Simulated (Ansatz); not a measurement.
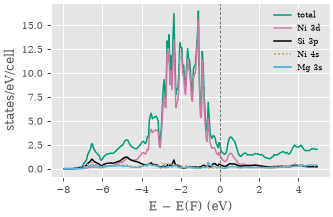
Figure: Total and projected density of states of Mg2SiNi3 in space group R-3m (No. 166; Mg on 6c, Si on 3b, Ni on 9e), r²SCAN in the plane-wave PAW code Ansatz

Q: Which orbitals carry the states next to the Fermi level?

A: Within 0.5 eV of the Fermi level: Ni 3d 60 %, Si 3p 15 %, Mg 3s 7 %, outside the projected shells 13 %. Projections are on Löwdin-orthogonalised atomic valence shells; empty p or d shells of many metals are not among them.

Q: Where is the tallest occupied peak in this window, and what makes it?

A: Near -1.1 eV, about 16 states/eV per cell; the largest projected share is Ni 3d.

The first step of the workflow began from a Materials Project structure, measured or hypothetical; the Crystallography Open Database copy checked does not list it. Its standing as an ambient phase is unchecked. The cell was relaxed with r²SCAN under the symmetry of its start; its stability against distortions is not shown here. The run is not spin-polarised.

Potentials: the earlier of the program's two PAW sets.
